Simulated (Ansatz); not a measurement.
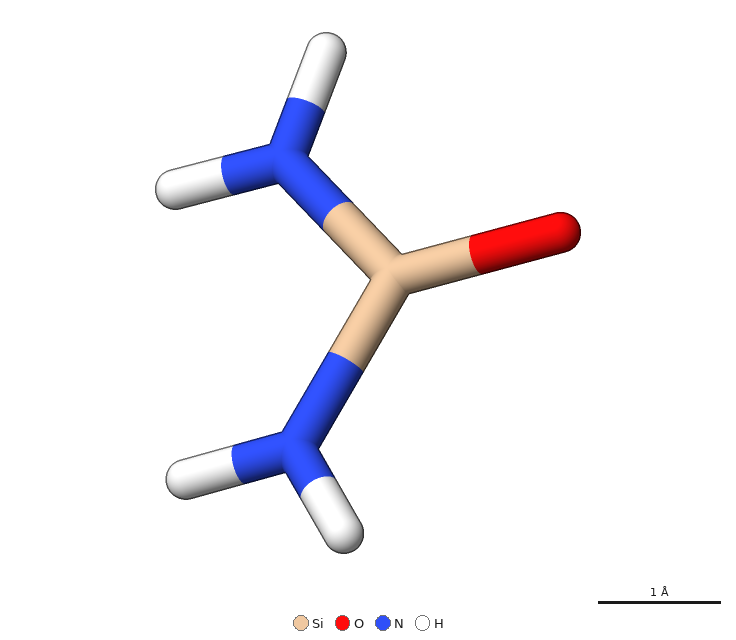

The picture shows the input geometry.

Input file:

```yaml
crystal:
  periodic: [false, false, false]
  atoms:
    - {symbol: Si, position_ang: [-0.185495, 0.314433, 0.179253]}
    - {symbol: O, position_ang: [-0.182965, 0.383369, -1.334799]}
    - {symbol: N, position_ang: [1.000253, 0.950687, 1.181670]}
    - {symbol: N, position_ang: [-1.374480, -0.410104, 1.115740]}
    - {symbol: H, position_ang: [1.006800, 0.909699, 2.185308]}
    - {symbol: H, position_ang: [1.796323, 1.425125, 0.791562]}
    - {symbol: H, position_ang: [-2.169081, -0.847166, 0.681472]}
    - {symbol: H, position_ang: [-1.384361, -0.460539, 2.118921]}
basis:
  gaussian: {orbitals: def2-TZVPP}
hamiltonian: {xc: lda}
```

Command:

```sh
ansatz run in.yaml --threads 4 --pin off --events-out ev --progress --plain --max-ram 9574MiB
```

What the program printed:

```
Functional definition: SPW92
  name "SPW92"
  cite "Dirac, Proc. Camb. Phil. Soc. 26, 376 (1930) doi:10.1017/S0305004100016108"
  cite "Slater, Phys. Rev. 81, 385 (1951) doi:10.1103/PhysRev.81.385"
  cite "Perdew & Wang, Phys. Rev. B 45, 13244 (1992) doi:10.1103/PhysRevB.45.13244"
  exchange = slater_x
  correlation = pw_c
985 factors; their error is unknown
mean field evaluation 1: about -12880.3583 eV, gradient 1.2e2 eV
mean field evaluation 2: about -12780.3733 eV, gradient 2.2e2 eV
mean field evaluation 4: about -12903.8427 eV, gradient 1.4e1 eV
mean field evaluation 8: about -12904.2418 eV, gradient 1.4e-1 eV
mean field evaluation 16: about -12904.2281 eV, gradient 2.0e-4 eV
mean field -12904.22814482 eV, -474.2216375221 hartree, gradient 1.8e-5 eV, S^2 0.000000; 0 other end points of the search recorded, 0 dependent functions left out
reference -12904.22817910 eV, -474.2216387821 hartree; 20, 20 occupied and 171, 171 virtual orbitals, 985 factors
Total energy: -12904.22817910 eV, -474.2216387821 hartree
```
